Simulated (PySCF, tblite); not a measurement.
# C10H20CaS5 (+2): electronic excitations, NMR shifts

What do calculations give for the electronic excitations, NMR shifts of C10H20CaS5 (+2) (`C1CSCCSCCSCCSCCS1.[Ca+2]`)?

Computed with tblite 0.8.0 and PySCF 2.14.0 and routines of our own; the level stands in each step. Atoms count from 0.

## (1) The system as given

36 atoms, charge 2, multiplicity 1; geometry from: force field, distance geometry or constructed start.

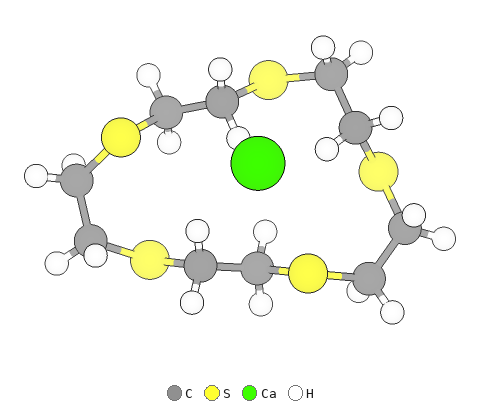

The starting geometry (carbon grey, sulfur yellow, calcium green, hydrogen white); sticks join atoms by distance alone.

## (2) Relaxing the molecule with GFN2-xTB

Job settings and geometry (Å):

```
{"job": {"kind": "relax", "xc": "GFN2-xTB", "basis": "xTB"}, "charge": 2, "multiplicity": 1}
C     -2.421900     3.438400    -0.356200
C     -3.387300     2.285000    -0.057600
S     -2.953500     0.707800    -0.878800
C     -2.192400    -0.174200     0.514800
C     -1.450100    -1.412400     0.011600
S     -0.669100    -2.286000     1.407300
C      0.051100    -3.703600     0.505800
C      1.579100    -3.659500     0.392100
S      2.194800    -2.463300    -0.839900
C      2.826800    -1.172100     0.289200
C      3.460200     0.011200    -0.453900
S      2.320300     1.009300    -1.479100
C      1.321800     1.793200    -0.161700
C      0.220700     2.637800    -0.795500
S     -0.831500     3.352400     0.529100
Ca     0.856700     0.525100     2.383500
H     -2.266000     3.567000    -1.430100
H     -2.902600     4.361000    -0.006800
H     -3.504500     2.130700     1.030000
H     -4.370200     2.559400    -0.431300
H     -1.502400     0.491900     1.043100
H     -2.988900    -0.463700     1.216000
H     -0.667100    -1.117200    -0.697400
H     -2.149100    -2.103400    -0.485700
H     -0.216300    -4.590500     1.094100
H     -0.429700    -3.827000    -0.468300
H      2.051100    -3.498400     1.363800
H      1.913200    -4.644000     0.043100
H      3.602300    -1.634500     0.909600
H      2.033500    -0.833600     0.956900
H      4.268900    -0.344300    -1.107800
H      3.930000     0.686700     0.274300
H      1.983900     2.411100     0.449000
H      0.890300     1.006900     0.460600
H      0.639300     3.470000    -1.374500
H     -0.389100     2.029500    -1.467400
```

Command:

```console
$ OMP_NUM_THREADS=1 python large_run.py task.json out
```

This one command runs all jobs of the session in turn.

The log of the run:

```text
step      E/eV     max force
  0   -1289.32765    1.024
  1   -1289.40561    0.590
  2   -1289.45155    0.563
  3   -1289.48799    0.529
  4   -1289.53009    0.475
  5   -1289.55695    0.433
  6   -1289.57703    0.399
  7   -1289.59947    0.359
  8   -1289.63162    0.396
  9   -1289.66721    0.383
 10   -1289.69661    0.317
 11   -1289.71843    0.274
 12   -1289.73694    0.244
 13   -1289.75298    0.251
 14   -1289.76497    0.175
 15   -1289.77288    0.186
 16   -1289.77912    0.155
 17   -1289.78533    0.147
 18   -1289.79167    0.149
 19   -1289.79819    0.170
 20   -1289.80527    0.184
 21   -1289.81344    0.176
 22   -1289.82275    0.204
 23   -1289.83264    0.209
 24   -1289.84287    0.266
 25   -1289.85360    0.252
 26   -1289.86434    0.208
 27   -1289.87436    0.246
 28   -1289.88348    0.215
 29   -1289.89192    0.201
 30   -1289.90034    0.182
 31   -1289.90966    0.277
 32   -1289.92100    0.322
 33   -1289.93558    0.316
 34   -1289.95371    0.339
 35   -1289.97412    0.303
 36   -1289.99700    0.432
 37   -1290.02504    0.508
 38   -1290.05812    0.435
 39   -1290.05014    0.730
 40   -1290.11360    0.452
 41   -1290.14502    0.345
 42   -1290.18668    0.398
 43   -1290.22929    0.549
 44   -1290.29816    0.781
 45   -1290.39026    0.728
 46   -1290.39005    0.899
 47   -1290.48836    0.711
 48   -1290.53538    0.358
 49   -1290.56716    0.330
 50   -1290.64710    0.402
 51   -1290.67300    0.358
 52   -1290.70322    0.238
 53   -1290.72121    0.278
 54   -1290.74534    0.372
 55   -1290.77213    0.342
 56   -1290.80219    0.359
 57   -1290.82442    0.270
 58   -1290.84482    0.318
 59   -1290.86649    0.347
 60   -1290.89509    0.388
 61   -1290.92929    0.411
 62   -1290.96848    0.433
 63   -1291.00981    0.419
 64   -1291.05978    0.419
 65   -1291.10439    0.491
 66   -1291.15574    0.431
 67   -1291.19057    0.458
 68   -1291.21791    0.403
 69   -1291.23965    0.362
 70   -1291.26521    0.237
 71   -1291.28105    0.205
 72   -1291.29401    0.229
 73   -1291.30441    0.193
 74   -1291.31411    0.189
 75   -1291.32307    0.150
 76   -1291.33119    0.197
 77   -1291.33824    0.179
 78   -1291.34473    0.165
 79   -1291.35170    0.144
 80   -1291.35970    0.231
 81   -1291.36331    0.132
 82   -1291.36925    0.128
 83   -1291.37165    0.155
 84   -1291.37654    0.123
 85   -1291.37943    0.113
 86   -1291.38261    0.119
 87   -1291.38545    0.097
 88   -1291.38851    0.104
 89   -1291.39132    0.097
 90   -1291.39406    0.126
 91   -1291.39673    0.113
 92   -1291.39953    0.101
 93   -1291.40256    0.108
 94   -1291.40566    0.115
 95   -1291.40833    0.127
 96   -1291.41055    0.094
 97   -1291.41273    0.102
 98   -1291.41526    0.091
 99   -1291.41818    0.130
100   -1291.42092    0.123
101   -1291.42310    0.103
102   -1291.42513    0.118
103   -1291.42772    0.114
104   -1291.43102    0.165
105   -1291.43453    0.156
106   -1291.43786    0.114
107   -1291.44121    0.115
108   -1291.44527    0.169
109   -1291.45059    0.193
110   -1291.45719    0.183
111   -1291.46543    0.266
112   -1291.47665    0.302
113   -1291.49199    0.325
114   -1291.50882    0.381
115   -1291.49507    0.685
116   -1291.53087    0.306
117   -1291.54152    0.187
118   -1291.55428    0.183
119   -1291.58384    0.370
120   -1291.60824    0.373
121   -1291.63029    0.309
122   -1291.65609    0.216
123   -1291.66722    0.235
124   -1291.69006    0.244
125   -1291.70793    0.276
126   -1291.72341    0.247
127   -1291.73396    0.224
128   -1291.74478    0.207
129   -1291.75507    0.178
130   -1291.76382    0.169
131   -1291.77095    0.176
132   -1291.77757    0.157
133   -1291.78418    0.167
134   -1291.79030    0.148
135   -1291.79530    0.158
136   -1291.79950    0.124
137   -1291.80371    0.141
138   -1291.80840    0.148
139   -1291.81308    0.147
140   -1291.81656    0.132
141   -1291.81909    0.082
142   -1291.82125    0.083
143   -1291.82335    0.102
144   -1291.82545    0.129
145   -1291.82740    0.105
146   -1291.82919    0.102
147   -1291.83092    0.072
148   -1291.83267    0.093
149   -1291.83439    0.103
150   -1291.83595    0.082
151   -1291.83727    0.067
152   -1291.83845    0.062
153   -1291.83956    0.077
154   -1291.84055    0.073
155   -1291.84138    0.060
156   -1291.84209    0.054
157   -1291.84283    0.070
158   -1291.84368    0.068
159   -1291.84462    0.055
160   -1291.84552    0.056
161   -1291.84637    0.058
162   -1291.84725    0.069
163   -1291.84819    0.062
164   -1291.84914    0.061
165   -1291.84999    0.049
166   -1291.85075    0.059
167   -1291.85156    0.061
168   -1291.85250    0.056
169   -1291.85345    0.059
170   -1291.85432    0.063
171   -1291.85516    0.075
172   -1291.85622    0.076
173   -1291.85776    0.105
174   -1291.85979    0.107
175   -1291.86198    0.104
176   -1291.86409    0.129
177   -1291.86685    0.130
178   -1291.87108    0.168
179   -1291.87834    0.252
180   -1291.88654    0.279
181   -1291.89555    0.172
182   -1291.89867    0.287
183   -1291.90813    0.174
184   -1291.91372    0.137
185   -1291.92446    0.153
186   -1291.92807    0.137
187   -1291.93524    0.172
188   -1291.94202    0.144
189   -1291.94747    0.162
190   -1291.95122    0.106
191   -1291.95422    0.125
192   -1291.95679    0.102
193   -1291.95957    0.093
194   -1291.96211    0.092
195   -1291.96407    0.073
196   -1291.96572    0.070
197   -1291.96738    0.060
198   -1291.96911    0.066
199   -1291.97081    0.068
200   -1291.97227    0.066
201   -1291.97342    0.067
202   -1291.97436    0.068
203   -1291.97526    0.048
204   -1291.97619    0.068
205   -1291.97703    0.063
206   -1291.97777    0.048
207   -1291.97851    0.055
208   -1291.97943    0.054
209   -1291.98049    0.074
210   -1291.98154    0.071
211   -1291.98239    0.046
212   -1291.98302    0.042
213   -1291.98354    0.041
214   -1291.98401    0.049
215   -1291.98442    0.038
216   -1291.98478    0.034
217   -1291.98511    0.033
218   -1291.98546    0.036
219   -1291.98586    0.041
220   -1291.98630    0.036
221   -1291.98673    0.033
222   -1291.98709    0.035
223   -1291.98741    0.032
224   -1291.98773    0.030
225   -1291.98806    0.029
226   -1291.98837    0.032
227   -1291.98863    0.031
228   -1291.98886    0.027
229   -1291.98910    0.027
230   -1291.98935    0.032
231   -1291.98959    0.035
232   -1291.98983    0.033
233   -1291.99011    0.032
234   -1291.99042    0.036
235   -1291.99071    0.041
236   -1291.99095    0.037
237   -1291.99117    0.027
238   -1291.99140    0.036
239   -1291.99164    0.032
240   -1291.99182    0.020
241   -1291.99195    0.018
```

Run time: 9.8 s. Hardware: 1 thread of Intel Xeon 6975P-C, shared host; peak memory 0.19 GiB.

Step by step:

| step | energy from step 0 (eV) | largest force (eV/Å) |
| --- | --- | --- |
| 0 | 0.0000 | 1.0243 |
| 1 | -0.0780 | 0.5892 |
| 2 | -0.1239 | 0.5631 |
| 3 | -0.1603 | 0.5284 |
| 4 | -0.2024 | 0.4756 |
| 5 | -0.2293 | 0.4332 |
| 6 | -0.2494 | 0.3987 |
| 7 | -0.2718 | 0.3584 |
| 8 | -0.3040 | 0.3958 |
| 28 | -0.5558 | 0.2145 |
| 49 | -1.2395 | 0.3302 |
| 70 | -1.9376 | 0.2376 |
| 91 | -2.0691 | 0.1130 |
| 112 | -2.1490 | 0.3020 |
| 132 | -2.4499 | 0.1576 |
| 153 | -2.5119 | 0.0774 |
| 174 | -2.5321 | 0.1066 |
| 195 | -2.6364 | 0.0731 |
| 216 | -2.6571 | 0.0342 |
| 237 | -2.6635 | 0.0271 |
| 238 | -2.6638 | 0.0356 |
| 239 | -2.6640 | 0.0320 |
| 240 | -2.6642 | 0.0206 |
| 241 | -2.6643 | 0.0180 |

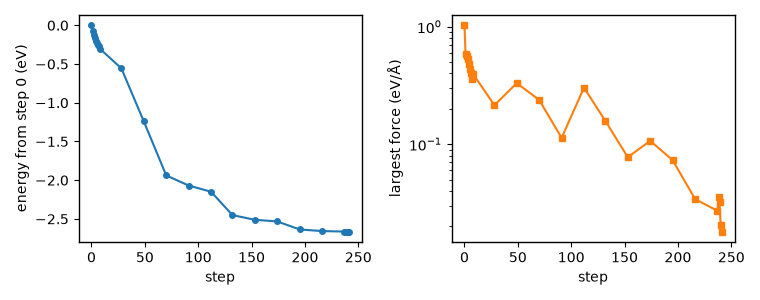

Energy and force, step by step.

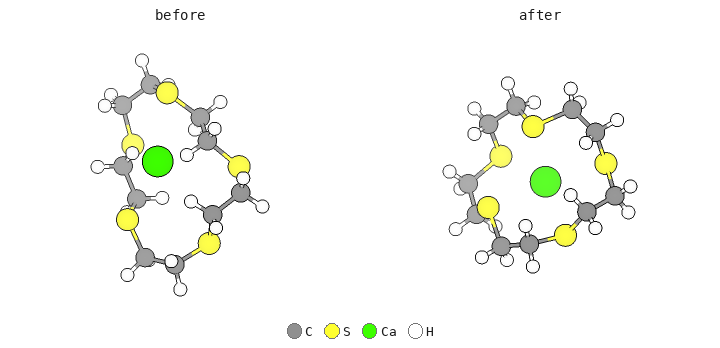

Before and after, at one scale.

Distances of close pairs at the start and the end, largest changes first:

| bond | before (Å) | after (Å) | change (Å) |
| --- | --- | --- | --- |
| S2–Ca15 | 5.019 | 2.822 | -2.197 |
| Ca15–H33 | 1.983 | 3.807 | +1.824 |
| S8–Ca15 | 4.595 | 2.806 | -1.788 |
| S11–Ca15 | 4.159 | 2.828 | -1.331 |
| S14–Ca15 | 3.779 | 2.767 | -1.012 |
| Ca15–H29 | 2.295 | 3.303 | +1.008 |
| C12–Ca15 | 2.881 | 3.632 | +0.751 |
| S5–Ca15 | 3.344 | 2.817 | -0.527 |

The end geometry stands in the next job.

## (3) Electronic excitations: TDA B3LYP/def2-SVP

Job settings and geometry (Å):

```
{"job": {"kind": "uv", "basis": "def2-SVP", "grid": 1, "kgrid": 0, "vcut": 1.5, "nstates": 6, "ntriplets": 2, "tda": true, "delta": [], "pop": true, "xc": "B3LYP"}, "charge": 2, "multiplicity": 1}
C     -1.817547     2.720315     0.080125
C     -2.896587     1.663381     0.222194
S     -2.831894     0.399164    -1.115571
C     -3.566174    -1.060966    -0.286371
C     -2.605044    -2.212240    -0.055195
S     -1.261381    -1.721431     1.102037
C     -0.152358    -3.178330     1.043345
C      1.305284    -2.757283     1.121897
S      1.903208    -2.077772    -0.476442
C      3.123593    -0.828027     0.094718
C      3.544336     0.087090    -1.042188
S      2.282350     1.279124    -1.600803
C      2.331093     2.530860    -0.252409
C      0.989808     3.219773    -0.082229
S     -0.219491     2.111432     0.740561
Ca    -0.067724    -0.122272    -0.886026
H     -1.682233     3.012226    -0.965052
H     -2.090604     3.597585     0.671770
H     -2.813979     1.159063     1.188459
H     -3.878001     2.136688     0.139244
H     -3.998031    -0.717856     0.654836
H     -4.375655    -1.394442    -0.940714
H     -2.158176    -2.554223    -0.994686
H     -3.149942    -3.037274     0.411277
H     -0.396325    -3.802440     1.906725
H     -0.356048    -3.735964     0.125710
H      1.450451    -2.004216     1.902955
H      1.923125    -3.631230     1.340959
H      4.001981    -1.377340     0.443682
H      2.686084    -0.271439     0.932063
H      3.794328    -0.497731    -1.931666
H      4.423207     0.669720    -0.756533
H      3.081552     3.270124    -0.541361
H      2.640607     2.048301     0.677948
H      1.108192     4.098241     0.556917
H      0.580224     3.525641    -1.048329
```

Method: TDA B3LYP/def2-SVP, vertical, gas phase, core orbitals frozen in the response, virtual orbitals cut by energy.

The log of the run:

```text
start: PBE on a coarse grid of 32000 points
cycle   1  E = -3058.2819303894  dE =  1.935e+00  |g| = 4.453e-01  |ddm| = 6.764e+00
cycle   2  E = -3058.2310828317  dE =  5.085e-02  |g| = 6.204e-01  |ddm| = 1.092e+00
cycle   3  E = -3058.3336599398  dE = -1.026e-01  |g| = 1.120e-01  |ddm| = 7.307e-01
cycle   4  E = -3058.3372747803  dE = -3.615e-03  |g| = 2.686e-02  |ddm| = 2.295e-01
cycle   5  E = -3058.3374689643  dE = -1.942e-04  |g| = 1.033e-02  |ddm| = 6.029e-02
cycle   6  E = -3058.3374960425  dE = -2.708e-05  |g| = 3.296e-03  |ddm| = 1.793e-02
final grid: 128506 points
cycle   7  E = -3060.3463032587  dE = -6.225e-03  |g| = 5.286e-02  |ddm| = 3.452e-01
cycle   8  E = -3060.3459553695  dE =  3.479e-04  |g| = 6.218e-02  |ddm| = 2.052e-01
cycle   9  E = -3060.3471183282  dE = -1.163e-03  |g| = 5.176e-03  |ddm| = 1.077e-01
cycle  10  E = -3060.3471233574  dE = -5.029e-06  |g| = 1.891e-03  |ddm| = 8.104e-03
cycle  11  E = -3060.3471227409  dE =  6.166e-07  |g| = 5.627e-04  |ddm| = 3.731e-03
cycle  12  E = -3060.3471223482  dE =  3.927e-07  |g| = 1.659e-04  |ddm| = 9.515e-04
cycle  13  E = -3060.3471242204  dE = -1.872e-06  |g| = 4.469e-05  |ddm| = 2.455e-04
converged SCF energy = -3060.3471242204

Static polarisability (au): isotropic 197.523, principal 149.657 214.729 228.184

Singlet excitations
state   eV       nm        f      main configurations
  1   5.0284    246.6   0.00639   H->L 0.43, H-1->L 0.42
  2   5.0854    243.8   0.00874   H->L 0.39, H-1->L 0.31, H-2->L 0.18
  3   5.1559    240.5   0.00481   H-2->L 0.58, H->L+1 0.21, H-1->L 0.12
  4   5.2313    237.0   0.00197   H-3->L 0.61, H->L+1 0.11
  5   5.2740    235.1   0.00501   H-1->L+1 0.28, H->L+1 0.18, H-3->L 0.12
  6   5.3857    230.2   0.00086   H-1->L+1 0.37, H->L+1 0.26, H-3->L 0.18

Triplet excitations (Tamm-Dancoff, eV): 4.8414 4.8986
```

It took 59 s on 1 thread of Intel Xeon 6975P-C, shared host; peak memory 0.65 GiB.

Frontier orbitals and where they lie:

| orbital | eV | atoms |
| --- | --- | --- |
| HOMO−4 | -14.52 | S11 16 %, S2 15 %, S14 14 % |
| HOMO−3 | -14.12 | S14 31 %, S8 21 %, S5 11 % |
| HOMO−2 | -13.98 | S8 38 %, S5 18 %, S2 17 % |
| HOMO−1 | -13.94 | S11 39 %, S2 14 %, S14 12 % |
| HOMO | -13.89 | S2 28 %, S5 24 %, S14 16 % |
| LUMO | -7.91 | Ca15 58 %, S14 5 %, S8 4 % |
| LUMO+1 | -7.67 | Ca15 61 %, S2 8 %, C1 4 % |
| LUMO+2 | -7.47 | Ca15 79 % |
| LUMO+3 | -7.44 | Ca15 59 %, S5 5 %, C4 5 % |

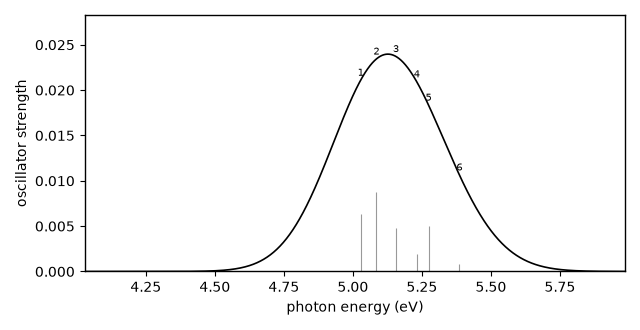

Absorption spectrum from the 6 singlet states computed; above the last one it falls off for lack of states. Lines are broadened to a width of 0.40 eV (Gaussian).

Further results of this job:

| property | computed |
| --- | --- |
| polarisability (Å³) | 29.27 |
| HOMO–LUMO gap (eV) | 5.98 |
| −ε(HOMO) (eV) | 13.89 |

## (4) NMR shifts: GIAO KT3/pcSseg-1

The job, as its differences from that of step 3:

```diff
@@ -1,2 +1,2 @@
-{"job": {"kind": "uv", "basis": "def2-SVP", "grid": 1, "kgrid": 0, "vcut": 1.5, "nstates": 6, "ntriplets": 2, "tda": true, "delta": [], "pop": true, "xc": "B3LYP"}, "charge": 2, "multiplicity": 1}
+{"job": {"kind": "nmr", "xc": "KT3", "basis": "pcSseg-1", "pop": false}, "charge": 2, "multiplicity": 1}
 C     -1.817547     2.720315     0.080125
```

Method: GIAO KT3/pcSseg-1 NMR shielding, non-relativistic, gas phase.

The log of the run:

```text
start: PBE on a coarse grid of 32000 points
cycle   1  E = -3059.2421793939  dE =  2.009e+00  |g| = 5.031e-01  |ddm| = 6.018e+00
cycle   2  E = -3059.1810673448  dE =  6.111e-02  |g| = 6.855e-01  |ddm| = 9.744e-01
cycle   3  E = -3059.2996921504  dE = -1.186e-01  |g| = 1.340e-01  |ddm| = 6.849e-01
cycle   4  E = -3059.3045981776  dE = -4.906e-03  |g| = 3.351e-02  |ddm| = 2.209e-01
cycle   5  E = -3059.3048572061  dE = -2.590e-04  |g| = 1.073e-02  |ddm| = 5.702e-02
cycle   6  E = -3059.3048853722  dE = -2.817e-05  |g| = 3.705e-03  |ddm| = 1.733e-02
final grid: 262072 points
cycle   7  E = -3085.4669426374  dE = -5.790e-02  |g| = 3.017e-01  |ddm| = 7.345e-01
cycle   8  E = -3085.4655449743  dE =  1.398e-03  |g| = 2.032e-01  |ddm| = 4.068e-01
cycle   9  E = -3085.4701608005  dE = -4.616e-03  |g| = 9.523e-02  |ddm| = 3.091e-01
cycle  10  E = -3085.4727447497  dE = -2.584e-03  |g| = 9.081e-03  |ddm| = 1.128e-01
cycle  11  E = -3085.4727676064  dE = -2.286e-05  |g| = 2.879e-03  |ddm| = 1.488e-02
cycle  12  E = -3085.4727697254  dE = -2.119e-06  |g| = 1.012e-03  |ddm| = 5.120e-03
cycle  13  E = -3085.4727686642  dE =  1.061e-06  |g| = 4.221e-04  |ddm| = 1.647e-03
cycle  14  E = -3085.4727722507  dE = -3.587e-06  |g| = 9.717e-05  |ddm| = 5.191e-04
converged SCF energy = -3085.4727722507

GIAO shielding tensors (ppm)
atom      isotropic    diamagn.    paramagn.     s11        s22        s33       span
  0 C      139.383     256.458    -117.075    110.955    146.533    160.660     49.705
  1 C      138.836     256.034    -117.197    107.742    146.782    161.986     54.244
  2 S      506.171    1063.088    -556.917    372.400    509.175    636.939    264.540
  3 C      140.154     253.438    -113.284    119.013    135.279    166.169     47.156
  4 C      136.614     258.388    -121.775    102.995    148.138    158.708     55.713
  5 S      511.868    1063.761    -551.893    371.782    501.079    662.744    290.962
  6 C      141.367     256.061    -114.694    118.162    143.151    162.789     44.627
  7 C      138.680     256.109    -117.429    114.689    140.868    160.482     45.793
  8 S      511.702    1063.217    -551.515    358.256    500.779    676.072    317.816
  9 C      139.463     257.000    -117.537    111.770    143.938    162.682     50.912
 10 C      143.707     254.060    -110.353    123.837    145.894    161.390     37.553
 11 S      495.576    1062.862    -567.286    384.357    471.698    630.673    246.316
 12 C      142.402     256.690    -114.288    110.689    154.217    162.299     51.610
 13 C      139.696     256.358    -116.663    113.646    142.746    162.696     49.050
 14 S      509.941    1063.738    -553.797    356.647    520.576    652.600    295.953
 15 Ca     941.949    1422.720    -480.771    841.837    941.398   1042.611    200.774
 16 H       29.010      32.690      -3.680     24.554     28.852     33.623      9.069
 17 H       27.359      28.185      -0.825     20.607     26.526     34.946     14.339
 18 H       28.960      33.669      -4.709     26.058     28.965     31.857      5.799
 19 H       27.322      26.886       0.436     20.565     26.638     34.763     14.198
 20 H       28.756      29.637      -0.882     23.730     28.089     34.449     10.719
 21 H       27.411      26.278       1.133     20.460     26.445     35.327     14.867
 22 H       28.929      33.684      -4.755     24.627     28.505     33.654      9.027
 23 H       27.574      28.028      -0.453     21.122     26.732     34.870     13.748
 24 H       27.356      27.872      -0.516     20.417     26.291     35.360     14.943
 25 H       29.076      31.976      -2.899     24.267     28.931     34.031      9.763
 26 H       28.943      33.135      -4.192     25.308     28.919     32.602      7.294
 27 H       27.346      27.306       0.040     20.494     26.348     35.197     14.702
 28 H       27.579      27.882      -0.303     21.081     26.833     34.822     13.741
 29 H       28.929      34.030      -5.101     26.292     28.291     32.205      5.912
 30 H       28.405      29.559      -1.154     22.506     27.284     35.425     12.919
 31 H       28.073      26.859       1.214     21.338     26.948     35.934     14.595
 32 H       27.449      26.812       0.638     20.775     26.237     35.335     14.560
 33 H       28.897      33.052      -4.154     25.390     28.856     32.447      7.057
 34 H       27.389      27.992      -0.603     20.747     26.345     35.075     14.328
 35 H       29.008      32.321      -3.313     24.325     28.750     33.949      9.624
```

Run time: 31 s. Hardware: 1 thread of Intel Xeon 6975P-C, shared host; peak memory 0.59 GiB.

Shifts follow as δ = σ(reference) − σ, with reference shieldings (ppm) from runs at the same level and on the same kind of geometry: 1H TMS 31.76, 13C TMS 184.7. The references are single molecules in the gas phase. Atoms listed in one row are averaged.

| atoms | environment | σ (ppm) | δ (ppm) |
| --- | --- | --- | --- |
| C0, C1, C3, C4, C6 and 5 more | sp3 CH2 bonded to S | 140.0 | 44.7 |
| H16, H17, H18, H19, H20 and 15 more | hydrogen on an sp3 CH2 bonded to S | 28.19 | 3.57 |
| S2, S5, S8, S11, S14 |  | 507 | – |
| Ca15 |  | 942 | – |

## (5) What came out

| quantity | value |
| --- | --- |
| lowest singlet (B3LYP/def2-SVP) | 5.03 eV (247 nm), f = 0.006 |
| brightest single state of those computed | state 2, 5.09 eV, f = 0.009 |
| lowest triplet | 4.84 eV |
| 13C shifts against TMS (KT3/pcSseg-1, means over atoms taken as alike) | 44.7 ppm |
| 1H shifts against TMS (KT3/pcSseg-1, means over atoms taken as alike) | 3.57 ppm |
| shieldings of S, Ca (KT3/pcSseg-1, a mean where the table joins atoms) | S2 507.1, Ca15 941.9 ppm |

**Reading.** The lowest singlet, at 5.03 eV, is HOMO→LUMO 0.43, HOMO−1→LUMO 0.42 and is weak; of the 6 states computed, the strongest absorption comes from state 2 at 5.09 eV. The lowest triplet lies 0.19 eV below the lowest singlet. The lowest singlet moves an electron between orbitals on different atoms, a charge-transfer state, which B3LYP without long-range exact exchange places too low; its energy and rank are unsure. At KT3/pcSseg-1: Shielding is most anisotropic at S2, S5, S8, S11, S14 (span 283 ppm, paramagnetic term -556 ppm).
